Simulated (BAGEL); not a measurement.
**CH7BN2 (SMILES CB(N)N) at B3LYP/6-31G(d) (density fitting with qzvpp-jkfit, spherical functions)**

Aim: the energy change on altering one bond length of CH7BN2 at B3LYP/6-31G* (density fitting with qzvpp-jkfit, spherical functions), from 2 runs. 

The calculation is run with BAGEL 1.2.2.

1 further run of the same task is left out (set aside as unsound or not needed). Runs told in other sessions of the task aren't counted.

**1. The molecule**

CH7BN2: 11 atoms, total charge 0, spin state singlet. SMILES: `CB(N)N`. The coordinates come from a PBE0-D4/def2-TZVP relaxation.

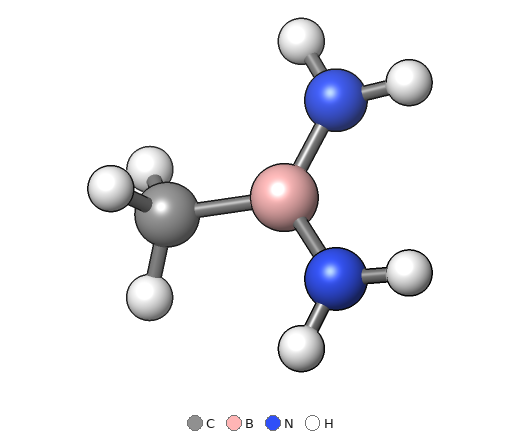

The structure, seen from a chosen angle (carbon grey, boron pink, nitrogen blue, hydrogen white).

**2. The energy at B3LYP/6-31G(d) (density fitting with qzvpp-jkfit, spherical functions)**

Input file dft.json:

```json
{ "bagel" : [

{
  "title" : "molecule",
  "basis" : "6-31gs.json",
  "df_basis" : "qzvpp-jkfit",
  "angstrom" : true,
  "geometry" : [
    { "atom" : "C", "xyz" : [      -0.697600,       1.164600,      -0.169800 ] },
    { "atom" : "B", "xyz" : [       0.096800,      -0.189500,       0.024000 ] },
    { "atom" : "N", "xyz" : [       0.158900,      -0.791900,       1.303700 ] },
    { "atom" : "N", "xyz" : [       0.762500,      -0.778300,      -1.078100 ] },
    { "atom" : "H", "xyz" : [      -1.103000,       1.271700,      -1.179500 ] },
    { "atom" : "H", "xyz" : [      -1.529900,       1.266600,       0.531700 ] },
    { "atom" : "H", "xyz" : [      -0.033800,       2.019900,      -0.001700 ] },
    { "atom" : "H", "xyz" : [       0.670200,      -1.631100,       1.510900 ] },
    { "atom" : "H", "xyz" : [      -0.304800,      -0.397700,       2.100700 ] },
    { "atom" : "H", "xyz" : [       0.733200,      -0.374600,      -1.995600 ] },
    { "atom" : "H", "xyz" : [       1.313000,      -1.616700,      -1.025700 ] }
  ]
},

{
  "title" : "ks",
  "xc_func" : "b3lyp"
},

{
  "title" : "print",
  "file" : "orbitals.molden",
  "orbitals" : true
}

]}
```

The basis set 6-31G* is read from a file made from the Basis Set Exchange's data (not shown).

Command:

```sh
$ BAGEL_NUM_THREADS=1 BAGEL dft.json > dft.out
```

Standard output:

```text
* using 1 threads per process

  ===============================================================
  ===============================================================

  *** Geometry ***

  { "atom" : "C", "xyz" : [     -1.318273,      2.200775,     -0.320875 ] },
  { "atom" : "B", "xyz" : [      0.182925,     -0.358103,      0.045353 ] },
  { "atom" : "N", "xyz" : [      0.300277,     -1.496474,      2.463636 ] },
  { "atom" : "N", "xyz" : [      1.440916,     -1.470774,     -2.037314 ] },
  { "atom" : "H", "xyz" : [     -2.084368,      2.403165,     -2.228932 ] },
  { "atom" : "H", "xyz" : [     -2.891092,      2.393527,      1.004767 ] },
  { "atom" : "H", "xyz" : [     -0.063873,      3.817058,     -0.003213 ] },
  { "atom" : "H", "xyz" : [      1.266494,     -3.082332,      2.855187 ] },
  { "atom" : "H", "xyz" : [     -0.575989,     -0.751544,      3.969748 ] },
  { "atom" : "H", "xyz" : [      1.385547,     -0.707891,     -3.771137 ] },
  { "atom" : "H", "xyz" : [      2.481210,     -3.055120,     -1.938292 ] },

  Number of auxiliary basis functions:      430

  Since a DF basis is specified, we compute 2- and 3-index integrals:
    o Being stored without compression. Storage requirement is 0.017 GB

  Number of basis functions:       70
  Number of electrons      :       32

    * METHOD: MOLECULE                             0.14

  *** Kohn-Sham DFT ***

    * Removing 20994 points whose weight is below 1.00e-10
    * Grid points: 142972

  === Nuclear Repulsion ===
   115.9972671056

       - DIIS with orbital gradients will be used.

  === KS iteration (b3lyp / 6-31gs.json) ===
      0       -143.30202932          0.16595133           0.21
      1       -102.61054648          0.16073784           0.21
      2       -141.63820083          0.16465810           0.22
      3       -164.39428347          0.10162782           0.23
      4       -176.42517430          0.03031999           0.23
      5       -176.42397394          0.03050289           0.22
      6       -176.55187306          0.02429236           0.21
      7       -176.72783428          0.00980128           0.21
      8       -176.76048670          0.00198371           0.21
      9       -176.76163142          0.00028192           0.21
     10       -176.76165107          0.00010394           0.21
     11       -176.76165431          0.00002469           0.22
     12       -176.76165447          0.00000302           0.21
     13       -176.76165448          0.00000133           0.21
     14       -176.76165448          0.00000034           0.20
     15       -176.76165448          0.00000019           0.21
     16       -176.76165448          0.00000004           0.21
     17       -176.76165448          0.00000002           0.21
     18       -176.76165448          0.00000000           0.21
    * SCF iteration converged.

    * Permanent dipole moment:
           (   -0.280061,     0.379659,    -0.068728) a.u.

    * METHOD: KS                                   4.68

    * METHOD: PRINT                                0.01

  ===============================================================
```

Run time: 5.1 s. Hardware: 1 thread of Arm Neoverse V2, shared host; peak memory 0.45 GiB.

**3. The distorted shape, same level**

Input file job.json:

```json
{ "bagel": [

{
  "title": "molecule",
  "basis": "6-31gs.json",
  "df_basis": "qzvpp-jkfit",
  "angstrom": true,
  "geometry": [
    { "atom": "C", "xyz": [      -0.636790,       1.148535,      -0.018345 ] },
    { "atom": "B", "xyz": [       0.157610,      -0.205565,       0.175455 ] },
    { "atom": "N", "xyz": [       0.219710,      -0.807965,       1.455155 ] },
    { "atom": "N", "xyz": [       0.823310,      -0.794365,      -0.926645 ] },
    { "atom": "H", "xyz": [      -1.103000,       1.271700,      -1.179500 ] },
    { "atom": "H", "xyz": [      -1.469090,       1.250535,       0.683155 ] },
    { "atom": "H", "xyz": [       0.027010,       2.003835,       0.149755 ] },
    { "atom": "H", "xyz": [       0.731010,      -1.647165,       1.662355 ] },
    { "atom": "H", "xyz": [      -0.243990,      -0.413765,       2.252155 ] },
    { "atom": "H", "xyz": [       0.794010,      -0.390665,      -1.844145 ] },
    { "atom": "H", "xyz": [       1.373810,      -1.632765,      -0.874245 ] }
  ]
},

{ "title": "ks", "xc_func": "b3lyp", "charge": 0 },

{ "title": "print", "file": "orbitals.molden", "orbitals": true }

]}
```

The basis set 6-31G* is read from a file made from the Basis Set Exchange's data (not shown).

Command:

```sh
$ BAGEL_NUM_THREADS=1 BAGEL job.json > job.out
```

Standard output:

```text
* using 1 threads per process

  ===============================================================
  ===============================================================

  *** Geometry ***

  { "atom" : "C", "xyz" : [     -1.203359,      2.170417,     -0.034667 ] },
  { "atom" : "B", "xyz" : [      0.297840,     -0.388462,      0.331562 ] },
  { "atom" : "N", "xyz" : [      0.415192,     -1.526833,      2.749844 ] },
  { "atom" : "N", "xyz" : [      1.555830,     -1.501132,     -1.751105 ] },
  { "atom" : "H", "xyz" : [     -2.084368,      2.403165,     -2.228932 ] },
  { "atom" : "H", "xyz" : [     -2.776178,      2.363169,      1.290976 ] },
  { "atom" : "H", "xyz" : [      0.051042,      3.786699,      0.282996 ] },
  { "atom" : "H", "xyz" : [      1.381409,     -3.112691,      3.141396 ] },
  { "atom" : "H", "xyz" : [     -0.461074,     -0.781903,      4.255956 ] },
  { "atom" : "H", "xyz" : [      1.500461,     -0.738250,     -3.484929 ] },
  { "atom" : "H", "xyz" : [      2.596125,     -3.085479,     -1.652084 ] },

  Number of auxiliary basis functions:      430

  Since a DF basis is specified, we compute 2- and 3-index integrals:
    o Being stored without compression. Storage requirement is 0.017 GB

  Number of basis functions:       70
  Number of electrons      :       32

    * METHOD: MOLECULE                             0.14

  *** Kohn-Sham DFT ***

    * Removing 20750 points whose weight is below 1.00e-10
    * Grid points: 143216

  === Nuclear Repulsion ===
   115.4293026820

       - DIIS with orbital gradients will be used.

  === KS iteration (b3lyp / 6-31gs.json) ===
      0       -143.32304250          0.16511949           0.21
      1       -103.37712341          0.16118257           0.21
      2       -141.93248680          0.16438429           0.21
      3       -164.74871121          0.09970778           0.21
      4       -176.38809592          0.03120606           0.21
      5       -176.45761439          0.02821255           0.21
      6       -176.63141586          0.01826014           0.21
      7       -176.71658629          0.00966190           0.21
      8       -176.74959718          0.00140845           0.21
      9       -176.75021329          0.00031228           0.21
     10       -176.75023876          0.00007842           0.21
     11       -176.75024044          0.00003002           0.21
     12       -176.75024071          0.00000795           0.21
     13       -176.75024073          0.00000101           0.21
     14       -176.75024073          0.00000071           0.21
     15       -176.75024073          0.00000007           0.21
     16       -176.75024073          0.00000003           0.21
     17       -176.75024073          0.00000001           0.21
     18       -176.75024073          0.00000001           0.21
    * SCF iteration converged.

    * Permanent dipole moment:
           (   -0.305712,     0.392253,    -0.132213) a.u.

    * METHOD: KS                                   4.56

    * METHOD: PRINT                                0.01

  ===============================================================
```

Run time: 5.1 s. Hardware: 1 thread of Arm Neoverse V2, shared host; peak memory 0.44 GiB.

**4. Results**

Level: B3LYP/6-31G* (density fitting with qzvpp-jkfit, spherical functions).

```
                                                         quantity          value
                                        first shape: total energy  -176.76165 Eh
                                       first shape: dipole moment         1.21 D
                                         first shape: HOMO energy       -5.97 eV
                                         first shape: LUMO energy        2.25 eV
                                       first shape: HOMO–LUMO gap        8.22 eV
                                    distorted shape: total energy  -176.75024 Eh
                                   distorted shape: dipole moment         1.31 D
                                     distorted shape: HOMO energy       -5.99 eV
                                     distorted shape: LUMO energy        2.09 eV
                                   distorted shape: HOMO–LUMO gap        8.08 eV
energy change with the C1–H5 bond stretched from 1.093 to 1.257 Å       0.311 eV
```

What this shows: With the C1–H5 bond stretched from 1.093 to 1.257 Å the energy rises by 0.31 eV (30.0 kJ/mol). The first shape isn't relaxed at this level, so the change isn't measured from a minimum.
